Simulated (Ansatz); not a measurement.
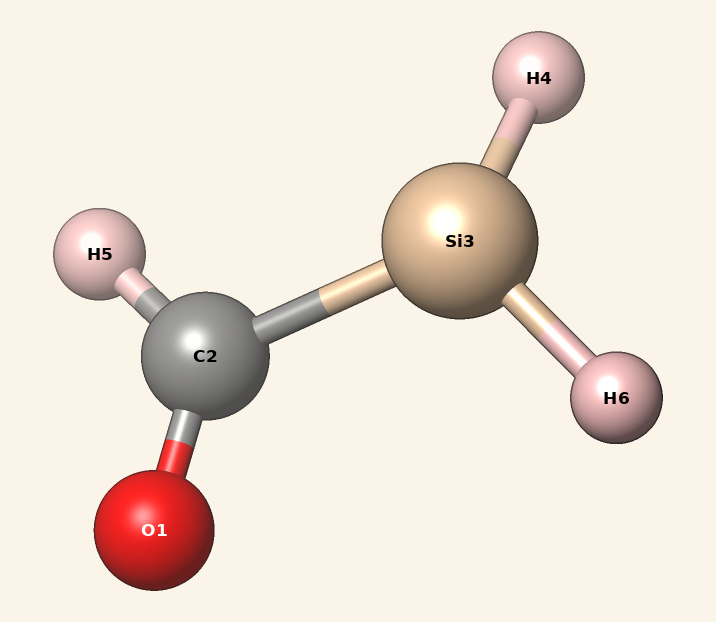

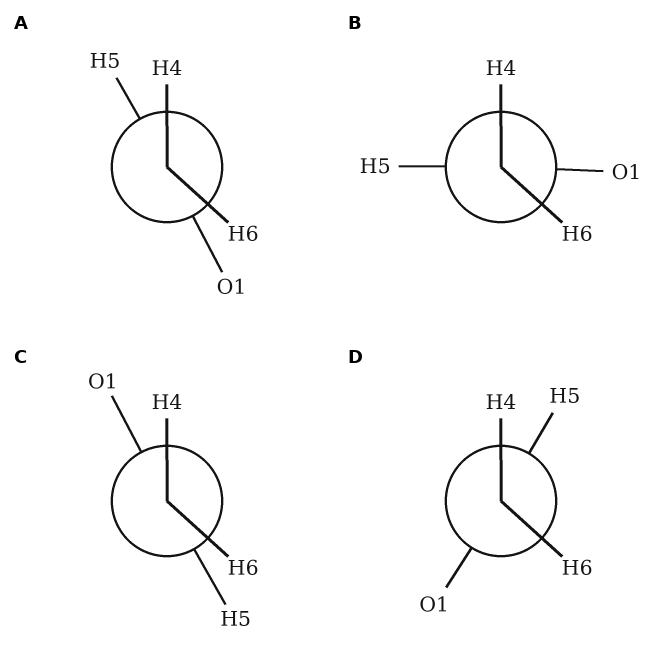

Atoms fade into the background with distance from the viewer. Bonds that would overlap in a projection are set slightly apart. State: neutral, doublet. The geometry was computed by an optimisation with PBE0-D4/def2-TZVP. No frequency run is at hand to confirm it as a minimum.

> Which Newman projection shows the view along Si3–C2, with Si3 in front?

A. The torsion angle H4–Si3–C2–O1 is 152°, antiperiplanar (anti).
